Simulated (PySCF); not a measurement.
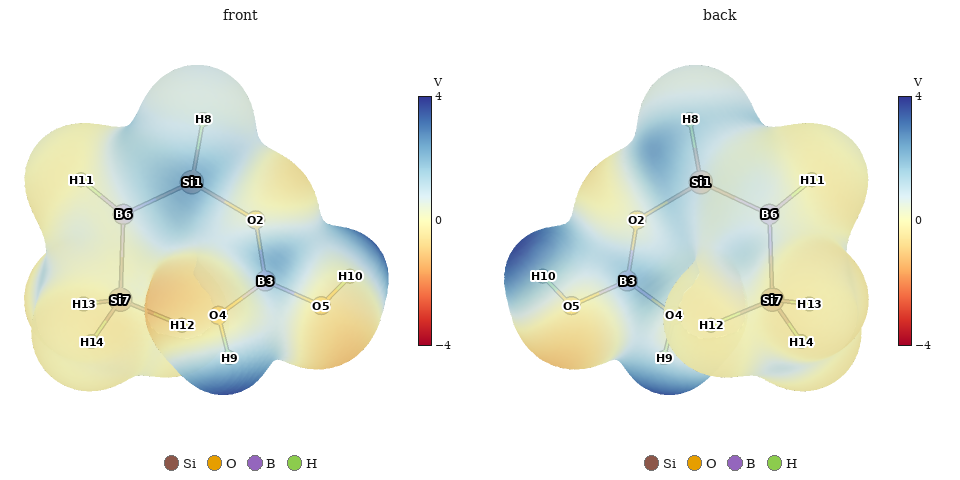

Figure. B2H7O3Si2 (SMILES OB(O)O[SiH]B[SiH3]) (doublet). The electrostatic potential painted on the density surface at 0.004 e/bohr³, seen from the front and from behind; red is negative and blue positive.

Geometry: PBE0-D3(BJ)/def2-SVP.

All numbers below come from UKS B3LYP, IGLO-III on B O Si, pcH-1 on H, non-relativistic, mean-field spin-orbit, GIAO in PySCF 2.14.0, density-fitted response routines.

Input

```
{"job": {"kind": "epr"}, "charge": 0, "multiplicity": 2}
Si    -1.068749     1.283343    -0.664105
O      0.503409     1.750346    -0.410458
B      1.467700     1.229167     0.426320
O      1.071940     0.499835     1.500077
O      2.784528     1.458271     0.183879
B     -1.713844    -0.496691    -0.532097
Si    -0.534610    -2.040639    -0.044754
H     -1.778699     2.517628    -1.097923
H      1.813059     0.136739     1.994930
H      2.918526     1.973241    -0.617808
H     -2.896961    -0.631196    -0.747044
H      0.904707    -1.830613    -0.411637
H     -0.971510    -3.301670    -0.729550
H     -0.580468    -2.307229     1.430956
```

Command:

```sh
OMP_NUM_THREADS=1 python cluster_run.py task.json out
```

### Where is the surface potential most negative and most positive?

The most negative region (about −1.1 V, or −25 kcal/mol for a unit charge) lies over O4 and O5, the most positive (about +3.6 V, or +83 kcal/mol for a unit charge) over H9 and H10.
